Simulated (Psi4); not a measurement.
# O2 (oxygen), run twice

Wanted: the energy in a field of O2 (oxygen), UOMP2.5/DZP (Cartesian functions, dipole perturbation λ (added as +λ·μ, a field of −λ) (0.005, 0, 0) a.u.).

Program for the calculation: Psi4 1.11.

## (1) The structure to begin with

O2 has 2 atoms, charge 0, and is taken as a triplet. SMILES: `O=O`. The shape is that of a GFN2-xTB optimisation.

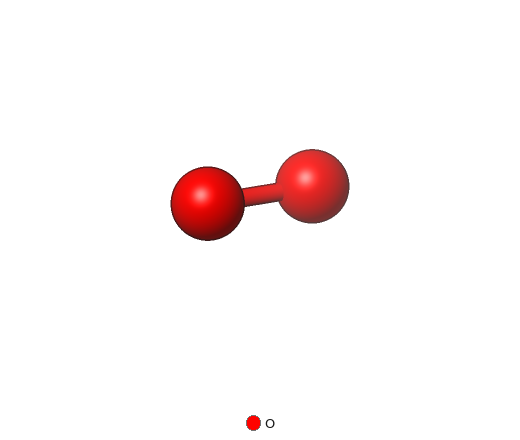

Viewed from a chosen angle; oxygen red.

## (2) The input as first written

Input file o2.py:

```python
import psi4

psi4.set_memory('1600 MB')
psi4.set_num_threads(1)
psi4.set_output_file('output.dat', False)

molecule = psi4.geometry("""
0 3
O      0.516930    -0.167240     0.266250
O     -0.516930     0.167240    -0.266250
symmetry c1
no_reorient
no_com
""")

psi4.set_options({
    'basis': 'DZP',
    'reference': 'uhf',
    'scf_type': 'pk',
    'mp_type': 'conv',
    'perturb_h': True,
    'perturb_with': 'dipole',
    'perturb_dipole': [0.005, 0.0, 0.0],
    'maxiter': 2,
})

result = psi4.energy("omp2.5", molecule=molecule)
print('E =', round(result, 9))
for k, v in sorted(psi4.core.scalar_variables().items()):
    print(f'{k:45s} {v:18.10f}')
```

Started as:

```console
python o2.py
```

output.dat:

```text
Psi4 1.11 release

   => Loading Basis Set <=

    Name: DZP
    Role: ORBITAL
    Keyword: BASIS

         ---------------------------------------------------------
                                   SCF
                              UHF Reference
                        1 Threads,   1525 MiB Core
         ---------------------------------------------------------

  ==> Geometry <==

    Molecular point group: c1
    Full point group: D_inf_h

    Geometry (in Angstrom), charge = 0, multiplicity = 3:

       Center              X                  Y                   Z               Mass
    ------------   -----------------  -----------------  -----------------  -----------------
         O            0.516930000000    -0.167240000000     0.266250000000    15.994914619570
         O           -0.516930000000     0.167240000000    -0.266250000000    15.994914619570

  Running in c1 symmetry.

  Rotational constants: A = ************  B =      1.43951  C =      1.43951 [cm^-1]
  Rotational constants: A = ************  B =  43155.41717  C =  43155.41717 [MHz]
  Nuclear repulsion =   27.987630519836699

  Charge       = 0
  Multiplicity = 3
  Electrons    = 16
  Nalpha       = 9
  Nbeta        = 7

  ==> Algorithm <==

  SCF Algorithm Type is PK.
  DIIS enabled.
  MOM disabled.
  Fractional occupation disabled.
  Guess Type is SAD.
  Energy threshold   = 1.00e-08
  Density threshold  = 1.00e-08
  Integral threshold = 1.00e-12

  ==> Primary Basis <==

  Basis Set: DZP
    Blend: DZP
    Number of shells: 14
    Number of basis functions: 32
    Number of Cartesian functions: 32
    Spherical Harmonics?: false
    Max angular momentum: 2

  ==> Integral Setup <==

  Using in-core PK algorithm.
   Calculation information:
      Number of atoms:                   2
      Number of AO shells:              14
      Number of primitives:             30
      Number of atomic orbitals:        32
      Number of basis functions:        32

      Integral cutoff                 1.00e-12
      Number of threads:                 1

  Performing in-core PK
  Using 279312 doubles for integral storage.
  We computed 5542 shell quartets total.
  Whereas there are 5565 unique shell quartets.

  ==> DiskJK: Disk-Based J/K Matrices <==

    J tasked:                  Yes
    K tasked:                  Yes
    wK tasked:                  No
    Memory [MiB]:             1144
    Schwarz Cutoff:          1E-12

  Perturbing V by 0.005000 mu(x).
  Minimum eigenvalue in the overlap matrix is 7.6269783845E-03.
  Reciprocal condition number of the overlap matrix is 1.5426233066E-03.
    Using symmetric orthogonalization.

  ==> Pre-Iterations <==

  SCF Guess: Superposition of Atomic Densities via on-the-fly atomic UHF (no occupation information).

   -------------------------
    Irrep   Nso     Nmo
   -------------------------
     A         32      32
   -------------------------
    Total      32      32
   -------------------------

  ==> Iterations <==

                        Total Energy        Delta E     RMS |[F,P]|

   @UHF iter SAD:  -148.87810461036446   -1.48878e+02   0.00000e+00
   @UHF iter   1:  -149.61342473335449   -7.35320e-01   8.62711e-03 DIIS/ADIIS
   @UHF iter   2:  -149.65032962103226   -3.69049e-02   2.70525e-03 DIIS/ADIIS

PsiException: Could not converge SCF iterations in 2 iterations.

  Failed to converge.
```

The script printed:

```text
Traceback (most recent call last):
  File "o2.py", line 27, in <module>
    result = psi4.energy("omp2.5", molecule=molecule)
psi4.driver.p4util.exceptions.SCFConvergenceError: Could not converge SCF iterations in 2 iterations.
```

Run time: 3.6 s. Hardware: 1 thread of Intel Xeon Platinum 8259CL at 2.50GHz (Skylake/Cascade Lake), shared host; peak memory 0.19 GiB.

## (3) Reading the log

The iterations ended before the threshold was met.

The log says `psi4.driver.p4util.exceptions.SCFConvergenceError: Could not converge SCF iterations in 2 iterations.`. The cause is that the iteration cap is too low for convergence. To mend it: iteration cap at its default in place of 2.

## (4) The mended input

Input file calc.py:

```python
import psi4

psi4.set_memory(1600000000)
psi4.set_num_threads(1)
psi4.core.set_output_file('run.log', False)

molecule = psi4.geometry("""
0 3
O      0.516930    -0.167240     0.266250
O     -0.516930     0.167240    -0.266250
units angstrom
symmetry c1
no_reorient
no_com
""")

psi4.set_options({
    'basis': 'DZP',
    'reference': 'uhf',
    'scf_type': 'pk',
    'mp_type': 'conv',
    'perturb_h': True,
    'perturb_with': 'dipole',
    'perturb_dipole': [0.005, 0.0, 0.0],
})

result = psi4.energy("omp2.5", molecule=molecule)
print('E =', round(result, 9))
```

Started as:

```console
python calc.py
```

run.log:

```text
[...]
  Running in c1 symmetry.
[...]
  Nuclear repulsion =   27.987630519836699
[...]
  Multiplicity = 3
[...]
  Nalpha       = 9
  Nbeta        = 7
[...]
    Number of basis functions: 32
[...]
   @UHF iter   1:  -149.61342473335449   -7.35320e-01   8.62711e-03 DIIS/ADIIS
[...]
   @UHF iter  14:  -149.65621475789365   -4.26326e-13   2.05063e-09 DIIS
[...]
   @S^2 Observed:                2.042581241E+00
[...]
    Orbital Energies [Eh]
    ---------------------
    Alpha Occupied:
       1A    -20.757755     2A    -20.750521     3A     -1.717121
       4A     -1.203797     5A     -0.841859     6A     -0.841859
       7A     -0.763407     8A     -0.556289     9A     -0.556288
    Alpha Virtual:
      10A      0.370264    11A      0.750304    12A      0.750466
      13A      0.752896    14A      0.790130    15A      0.824414
      16A      0.853738    17A      0.853755    18A      1.363281
      19A      1.825194    20A      1.825194    21A      1.880827
      22A      1.880827    23A      2.273278    24A      2.273278
      25A      2.682634    26A      2.938328    27A      2.938329
[...]
  @UHF Final Energy:  -149.65621475789365
   => Energetics <=
    Nuclear Repulsion Energy =             27.9876305198366992
    One-Electron Energy =                -261.4754276213623143
    Two-Electron Energy =                  83.8315823436319931
    Total Energy =                       -149.6562147578936219
  UHF NO Occupations:
  HONO-2 :    7  A 1.9915522
  HONO-1 :    8  A 1.0000000
[...]
 Multipole Moments:
 ------------------------------------------------------------------------------------
     Multipole            Electronic (a.u.)      Nuclear  (a.u.)        Total (a.u.)
 ------------------------------------------------------------------------------------
 L = 1.  Multiply by 2.5417464519 to convert [e a0] to [Debye]
 Dipole X            :         -0.0678222            0.0000000           -0.0678222
 Dipole Y            :          0.0152154            0.0000000            0.0152154
 Dipole Z            :         -0.0242232            0.0000000           -0.0242232
 Magnitude           :                                                    0.0736079
[...]
	SCS-MP2 Total Energy (a.u.)        :  -149.99182662713019
	SOS-MP2 Total Energy (a.u.)        :  -149.98298280102230
[...]
	SCSN-MP2 Total Energy (a.u.)       :  -149.84013643182314
[...]
	SOS-PI-MP2 Total Energy (a.u.)     :  -150.01600074757107
[...]
	MP2 Total Energy (a.u.)            :  -150.01965001631052
[...]
	OMP2.5 Total Energy (a.u.)         :  -150.01551014561190
[...]
```

The script printed:

```text
E = -150.015510146
```

Run time: 9.9 s. Hardware: 1 thread of Intel Xeon Platinum 8259CL at 2.50GHz (Skylake/Cascade Lake), shared host; peak memory 0.2 GiB.

## (5) What came out

At UOMP2.5/DZP (Cartesian functions, dipole perturbation λ (added as +λ·μ, a field of −λ) (0.005, 0, 0) a.u.):

| quantity | value |
| --- | --- |
| total energy | -150.01551 Eh |
| correlation energy | -359.3 mEh |
| ⟨S²⟩ of the reference determinant | 2.043 |
